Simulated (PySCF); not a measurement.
# ClFH$_{4}$Si$_{2}$, SMILES `F[SiH2][SiH2]Cl`: electronic structure

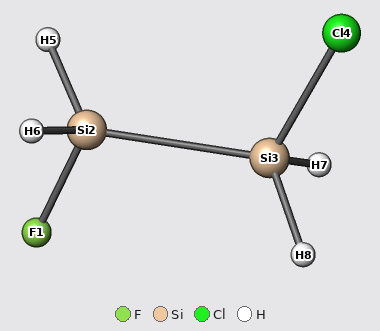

The molecule, with its atoms numbered as below. No frequency check shows the geometry to be a minimum.

Geometry (Å), atoms numbered from 1:

```
F1      -2.6174   -0.3934    0.0011
Si2     -1.3444    0.5995   -0.0006
Si3      0.5105   -0.7713   -0.0006
Cl4      2.1835    0.3767    0.0003
H5      -1.5628    1.4149   -1.1915
H6      -1.5616    1.4170    1.1906
H7       0.6167   -1.6462   -1.1718
H8       0.6180   -1.6441    1.1740
```

### 1. Electrostatic potential

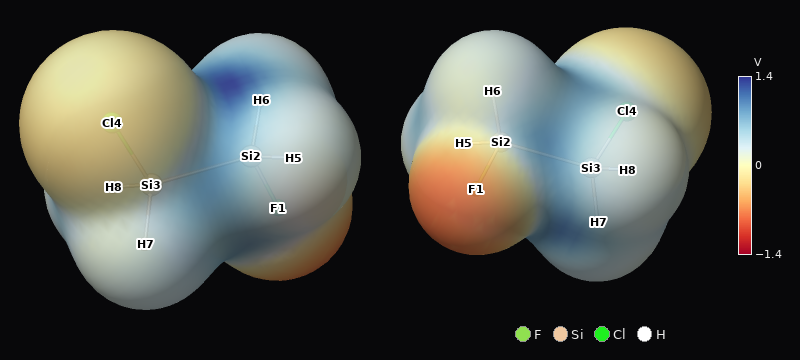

Electrostatic potential on the surface of electron density 0.001 a.u. (back view left, front view right).

PySCF calculation, PBE/def2-SVP, gas phase; geometry: GFN2-xTB.

Question: Where are the extremes of the potential on the surface?

Answer: Highest: 1.35 V, near Si2 (2.06 Å), H6 (2.18 Å) and H5 (2.19 Å). Further maxima include 1.10 V, about equally far (2.1 Å) from Si3, H7 and H8; 0.87 V, off the F1–Si2 bond (2.1 to 2.2 Å from its atoms), and at like points elsewhere. Lowest: −0.81 V, 1.6 Å from F1. Further minima include −0.29 V, 2.0 Å from Cl4, and at like points elsewhere. The surface is sampled at points, so like sites can differ by a few per cent and only the strongest of them is named.

### 2. Removing or adding an electron

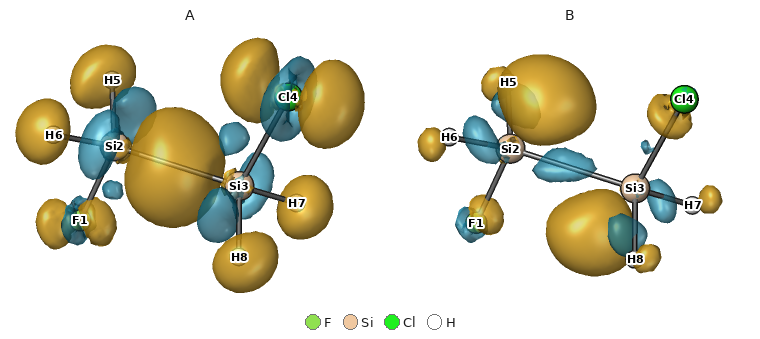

The two Fukui functions at ±0.03 e/Å³ (yellow positive, teal negative).

PySCF calculation, HF/6-311G**, gas phase; geometry: GFN2-xTB.

Question: Which panel is f⁻ (electron removed) and which f⁺ (electron added)?

Answer: A is f⁻, B is f⁺. f⁻ (Hirshfeld-condensed) is largest on Cl4 (0.27), Si2 (0.20) and Si3 (0.18); the vertical ionisation energy is 10.72 eV. f⁺ (Hirshfeld-condensed) is largest on Si2 (0.32) and Si3 (0.25); the vertical electron affinity is −1.37 eV (the stability of the anion's solution wasn't checked; negative, but this basis has no diffuse functions, so it doesn't show that the anion is unbound).

Question: What chemical potential and hardness follow from the two energies?

Answer: μ = −(I + A)/2 = −4.67 eV and η = I − A = 12.09 eV.

### 3. Stretching a bond

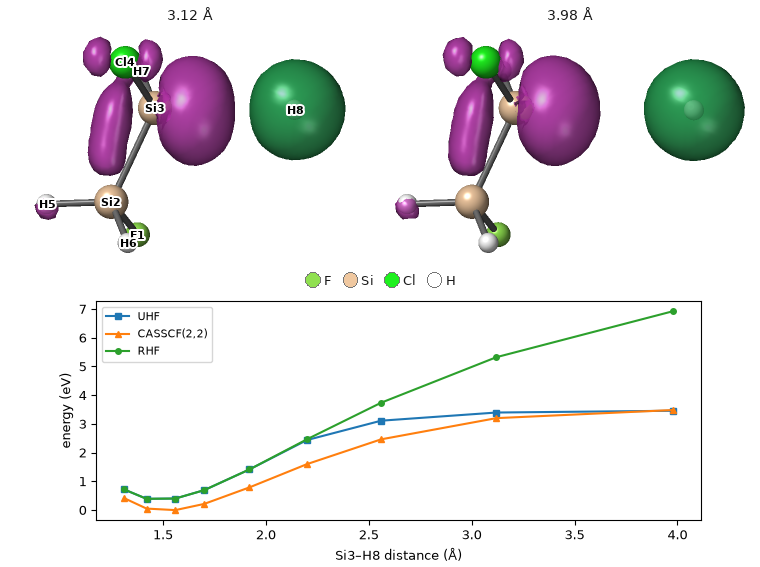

Rigid stretch of the Si3–H8 bond. Broken-symmetry UHF spin density at ±0.03 e/Å³ (green: α, purple: β). Below: energies along the scan, from the lowest point of the three curves.

Level of theory: cc-pVDZ basis (PySCF), at a geometry from GFN2-xTB.

Question: How does the broken-symmetry solution share the spin, and how far is it from a pure singlet?

Answer: At 3.98 Å excess α spin lies mostly on H8 and excess β on Si3; the two could be swapped at no cost. ⟨S²⟩ is 0.94 at 3.12 Å and 1.00 at 3.98 Å, against 0 for a pure singlet and 1 for an equal mix of singlet and triplet.

Question: Where does the UHF solution part from RHF?

Answer: Between 1.92 Å (⟨S²⟩ = 0, the two coincide) and 2.20 Å (⟨S²⟩ = 0.18); at 3.98 Å ⟨S²⟩ is 1.00 and UHF lies 3.5 eV below RHF.

Question: How much energy does the stretch cost?

Answer: By CASSCF, 3.5 eV from the lowest point of the scan (1.56 Å) to 3.98 Å; RHF gives 6.5 eV from its own lowest point. The fragments aren't relaxed and dynamic correlation is missing, so this isn't a bond dissociation energy.

The PySCF runs shown took 14 s, 28 s and 3.5 min on 1 thread of Intel(R) Xeon(R) Processor @ 2.70GHz, with other jobs on the host.
